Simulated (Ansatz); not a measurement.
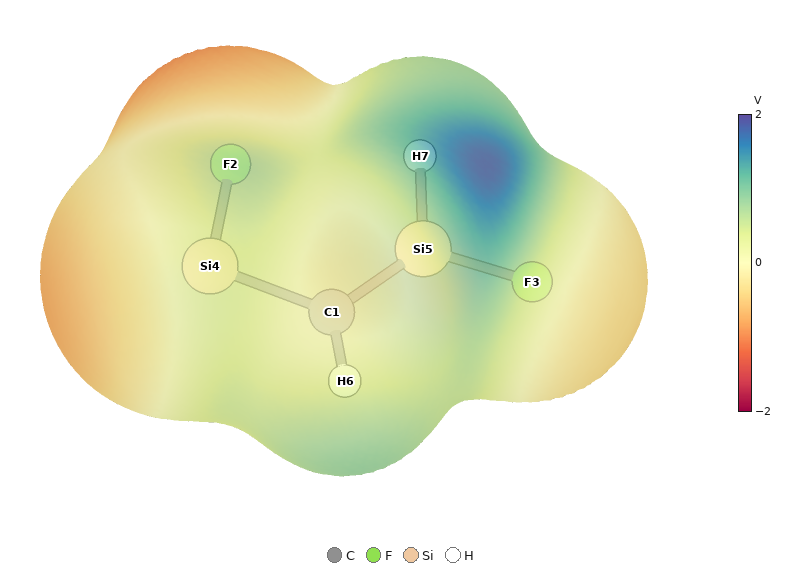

CH2F2Si2 (SMILES F[Si]/C=[SiH]/F). The molecular electrostatic potential painted on the density surface at 0.001 e/bohr³, seen at a tilt; the colour scale runs from red (negative) to blue (positive).

Geometry: r2SCAN-D4/def2-SVP.

Theory: Ansatz, isolated molecule in a Gaussian basis; Kohn-Sham density functional theory, functional PBE0.

Input

```
crystal:
  periodic: [false, false, false]
  atoms:
    - {symbol: C, position_ang: [-0.501259, -1.627807, -1.445312]}
    - {symbol: F, position_ang: [-1.091810, -0.482458, 0.901024]}
    - {symbol: F, position_ang: [-1.701873, -0.049424, -3.636775]}
    - {symbol: Si, position_ang: [-0.245800, -1.817970, 0.374598]}
    - {symbol: Si, position_ang: [-1.411774, -0.318964, -2.068491]}
    - {symbol: H, position_ang: [-0.059879, -2.368103, -2.125833]}
    - {symbol: H, position_ang: [-2.075683, 0.764270, -1.324188]}
basis:
  gaussian: {orbitals: def2-TZVPD}
hamiltonian: {xc: {name: PBE0}}
output: {forces: true, orbitals: {seedname: orbitals}}
```

Command:

```sh
ansatz run input.yaml --threads 1 --pin off --max-ram 2610MiB --events-out events.jsonl --progress --plain --runs-dir runs
```

Where is the surface potential most negative and most positive?

Answer. The most negative region (about −1.0 V) lies over F2, the most positive (about +1.8 V) over Si5.

What dipole moment does the calculation give?

Answer. Its dipole moment is 1.70 D.
